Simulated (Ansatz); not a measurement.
We consider CsCl-type FeAl, described by PBE in Ansatz (PAW).

Run with plane-wave cutoff 520 eV, 18×18×18 k mesh, Fermi–Dirac smearing 0.05 eV, no spin polarisation, scalar-relativistic PAW data made under PBE.

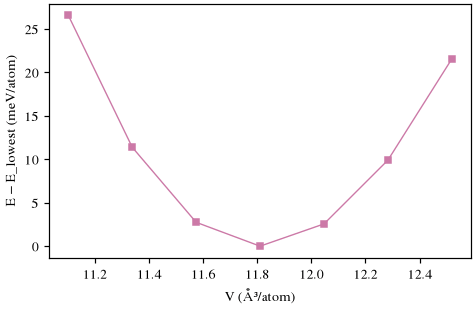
Fig. 1. Total energy against volume

Task: From the curve, estimate the equilibrium volume and the bulk modulus.

Result: V0 ≈ 11.8 Å³/atom and B0 ≈ 180 GPa; the fit gives V0 = 11.811 Å³/atom, B0 = 180 GPa, B′ = 4.2.

Measured, for comparison: bulk modulus 152 GPa (room temperature, no zero-point or thermal correction; as tabulated in Yamada et al. (2019), arXiv:1910.09660); equilibrium volume per atom 12.32 Å³/atom (room temperature, no zero-point or thermal correction; as tabulated in Liu et al. (2023), doi:10.1107/s2414314623010659). Computed (rounded) less measured: bulk modulus +18 %, equilibrium volume per atom -4.1 %.

Cost on a shared machine: about 40 core-seconds (a rough figure).

Ansatz is a program for electronic structure.
